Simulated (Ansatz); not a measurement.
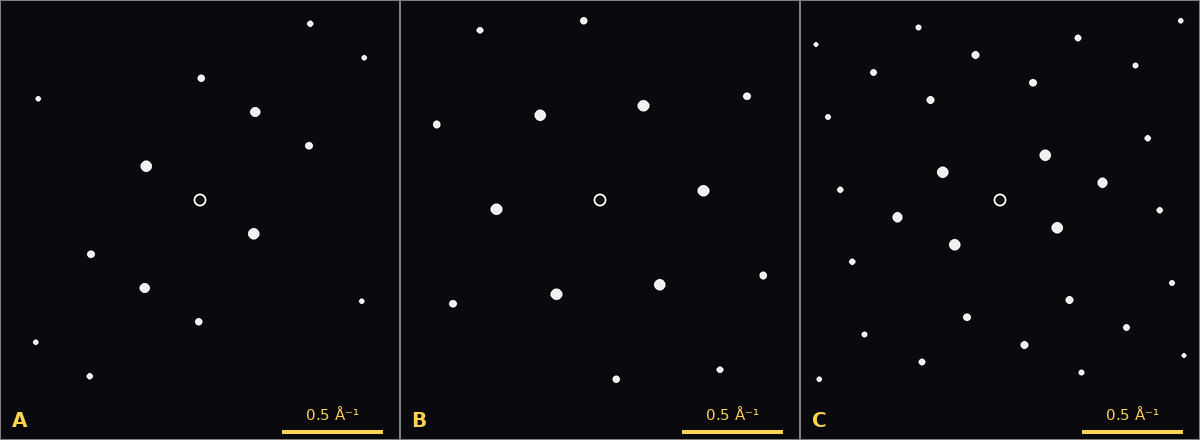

The patterns are kinematic simulations for 200 kV electrons (no multiple scattering; isotropic B = 0.5 Å²).

All three come from Si, space group Fd-3m (No. 227), a = 5.445 Å. Structure: the input geometry of an electronic-structure calculation (not necessarily at equilibrium).

```cif
data_structure
_symmetry_space_group_name_H-M 'Fd-3m:1'
_symmetry_Int_Tables_number 227
_cell_length_a 5.4455
_cell_length_b 5.4455
_cell_length_c 5.4455
_cell_angle_alpha 90.000
_cell_angle_beta 90.000
_cell_angle_gamma 90.000
_cell_volume 161.47
loop_
_atom_site_label
_atom_site_type_symbol
_atom_site_symmetry_multiplicity
_atom_site_Wyckoff_symbol
_atom_site_fract_x
_atom_site_fract_y
_atom_site_fract_z
_atom_site_occupancy
Si1 Si 8 a 0.00000 0.00000 0.00000 1
```

**Assign the zone axes [110], [111], [211] to A, B and C.**

A is [211]: rectangular net of -1 1 1 at d = 3.14 Å and 0 -2 2 at d = 1.93 Å, at 90.0°. B is [111]: hexagonal net of -2 2 0 at d = 1.93 Å and -2 0 2 at d = 1.93 Å, at 60.0°. C is [110]: centred rectangular net of -1 1 -1 at d = 3.14 Å and -1 1 1 at d = 3.14 Å, at 70.5°.
